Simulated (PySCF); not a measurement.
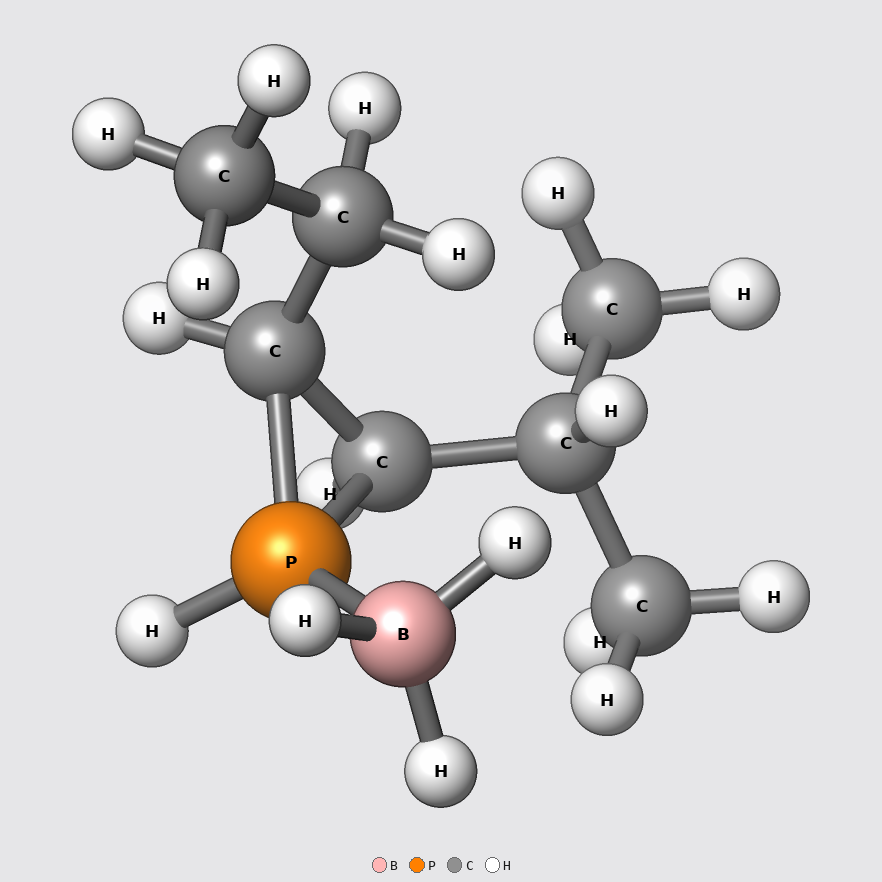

The computed structure is the end point of a GFN2-xTB optimisation. No frequency run is at hand to confirm it as a minimum. Method: PBE0/pcSseg-1, gas phase (PySCF 2.14.0).

What is the HOMO energy (Kohn–Sham orbital)?

−7.62 eV.

Estimate the dipole moment.

4.56 D.

Give the HOMO–LUMO gap at this level.

7.86 eV.

The geometry is semi-empirical. Around B, P such bond lengths and angles can be off by a tenth of an ångström or more and by several degrees, and values that hang on the shape move with them.
